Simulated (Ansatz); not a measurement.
Input

```
crystal:
  lattice:
    - [0.0, 3.69804416, 3.69804416]
    - [3.69804416, 0.0, 3.69804416]
    - [3.69804416, 3.69804416, 0.0]
  atoms:
    - { symbol: Eu, position: [0.0, 0.0, 0.0], spin: 7.0 }
    - { symbol: I, position: [0.5, 0.5, 0.5] }
    - { symbol: I, position: [0.25, 0.25, 0.25] }
    - { symbol: I, position: [0.75, 0.75, 0.75] }
hamiltonian:
  xc: pbe
  pseudopotentials: { kind: paw }
magnetization:
  spin_polarized: true
kpoints:
  mp_grid: { grid: [6, 6, 6] }
scf:
  occupations: { method: fermi_dirac, width: 0.05 }
output:
  forces: true
  stress: true
  eigenvalues: true
  write_density: true
  write_potential: true
  elf: true
  volumetric_format: npy
```

Launched as:

```sh
ansatz run input.yaml --threads 2 --pin off --max-ram 5632MiB --backend cpu --events-out ev --progress --plain --runs-dir out
```

Below, planes, directions and counts refer to the conventional cell (a = 7.40 Å, b = 7.40 Å, c = 7.40 Å, α = 90.00°, β = 90.00°, γ = 90.00°).

Space group Fm-3m; a generated structure, not necessarily the stable one; built by placing these elements on a known structure type; computed pressure about 21 GPa in this cell; no Hubbard U on the f states and no spin–orbit coupling; spin-polarised.

Computed with Kohn-Sham DFT of a periodic cell, PBE, Ansatz PAW (Ansatz 0.2.0).

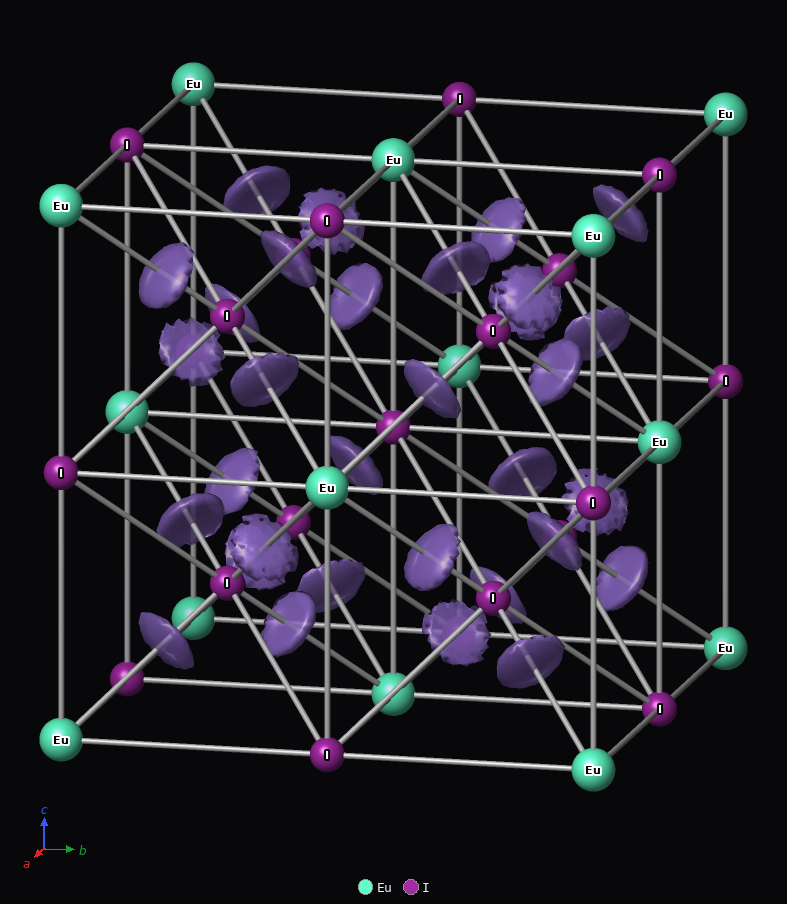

EuI3. Isosurface of the ELF at 0.75 (purple), seen slightly off an axis. Core shells and regions of very low density are left out. Sticks mark near contacts.

In a PAW calculation such maps are meaningful between the atoms, not at the nuclei.

> Where are the electrons localised?

At this value the surface marks out 32 lobes of the valence shell of I pointing towards Eu, counted in one cell of 16 atoms. Any copies at cell faces, edges or corners count once. Along the contacts the grid gives the following. I–I (3.20 Å): the ELF is about 0.20 at the midpoint. Eu–I (3.20 Å): the ELF peaks at about 0.80 in the valence shell of I, 1.3 Å from its nucleus, and drops to about 0.15 between the two atoms (no localised pair shows between them).
